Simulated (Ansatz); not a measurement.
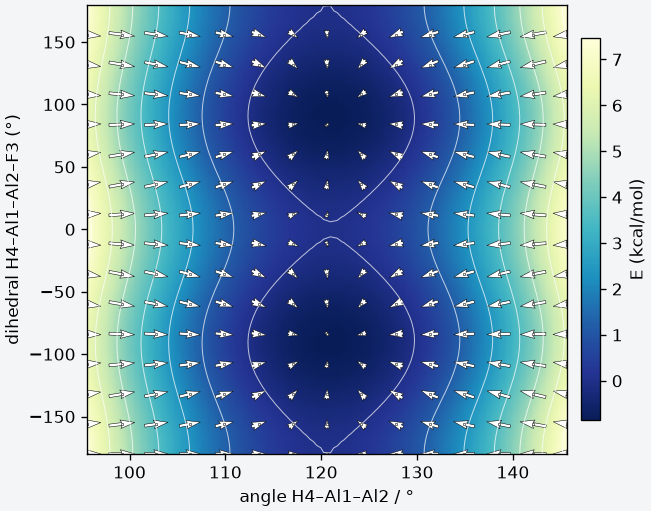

Energy landscape of Al2FH3, SMILES [F][AlH][AlH2]. The first coordinate is: angle H4–Al1–Al2; the second: dihedral H4–Al1–Al2–F3. Nothing is relaxed (all other coordinates rigid). The scan uses a 15 × 15 grid; 120 points were computed and 105 follow by symmetry. Points are written as (first, second). Energies are in kcal/mol, from the relaxed molecule at the same level. Method: RKS PBE0-D4/def2-TZVP (Ansatz).

The picture shows a smooth colour map with a few white contour lines, dots at the grid points, arrows along the force (downhill), their lengths compressed. Between grid points the surface is interpolated. 

### Summarise what can be read from the map.

The lowest grid point is at (120.6°, −84°), −0.8 kcal/mol from the relaxed molecule at the same level; the map holds 2 wells of about this depth. No other kind of well shows on this grid. The highest grid point, (145.6°, −180°), lies 8.3 kcal/mol above the lowest. On the interpolated surface the easiest way out of the lowest well to a well of about the same depth near (120.6°, 84°) passes a barrier of about 0.86 kcal/mol. Round the minimum the two coordinates are nearly uncoupled.

The whole map (120 points run) took 11 min on 1 thread of Arm Neoverse N1 (shared host).
